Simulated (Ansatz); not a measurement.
Input

```
crystal:
  lattice:
    - [-1.649170456, 1.649170456, 4.1486693236]
    - [1.649170456, -1.649170456, 4.1486693236]
    - [1.649170456, 1.649170456, -4.1486693236]
  atoms:
    - { symbol: Re, position: [0.0, 0.0, 0.0] }
    - { symbol: Pd, position: [0.6668275555, 0.6668275555, 0.0] }
    - { symbol: Pd, position: [0.3331724445, 0.3331724445, 0.0] }
basis:
  ecutwfc: 420
kpoints:
  mp_grid: { grid: [20, 20, 20] }
hamiltonian:
  xc: pbe
scf:
  occupations: { method: gaussian, width: 0.1 }
output:
  forces: true
  stress: true
  eigenvalues: true
  write_density: true
  write_potential: true
  elf: true
  volumetric_format: npy
relax:
  adjacent_minimum: "off"
  f_tol: 0.01
  max_steps: 80
  cell: { stress_tol: 0.05 }
```

Launched as:

```sh
ansatz run input.yaml --threads 1 --pin off --max-ram 2560MiB --backend cpu --events-out ev --progress --plain --runs-dir out
```

Below, planes, directions and counts refer to the conventional cell (a = 3.29 Å, b = 3.29 Å, c = 8.32 Å, α = 90.00°, β = 90.00°, γ = 90.00°).

The fields are those of the relaxed geometry.

Space group I4/mmm; started from the MoSi2 (C11b)_139 prototype, which need not be the ambient phase; computed without spin polarisation.

Theory: DFT PBE, scalar-relativistic, plane waves, PAW in Ansatz 0.2.0.

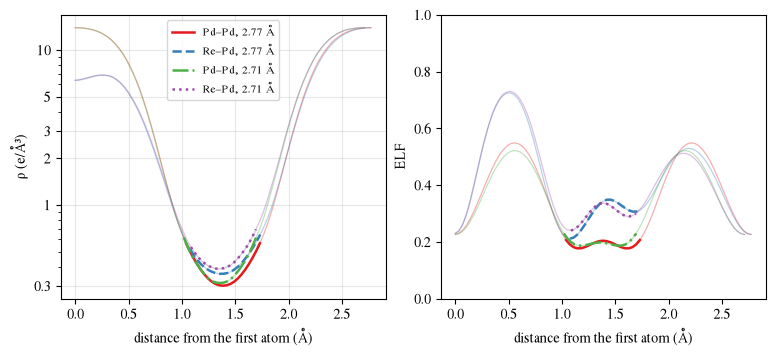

RePd2. Valence electron density and electron localisation function along straight lines between neighbouring atoms. Thin, pale parts lie inside the atomic spheres.

The density is the valence pseudo-density of a PAW calculation; it isn't the true density close to the nuclei.

What can be read from the curves?

Pd–Pd (2.77 Å): the density is about 0.3 e/Å³ at the midpoint; the ELF is about 0.20 at the midpoint: no localised pair shows between them.
Re–Pd (2.77 Å): ρ at the midpoint is about 0.36 e/Å³; the ELF is about 0.35 at the midpoint.
Pd–Pd (2.71 Å): ρ is about 0.31 e/Å³ halfway; the ELF is about 0.20 at the midpoint (no localised pair shows between them).
Re–Pd (2.71 Å): ρ is about 0.39 e/Å³ halfway; the ELF is about 0.35 at the midpoint.
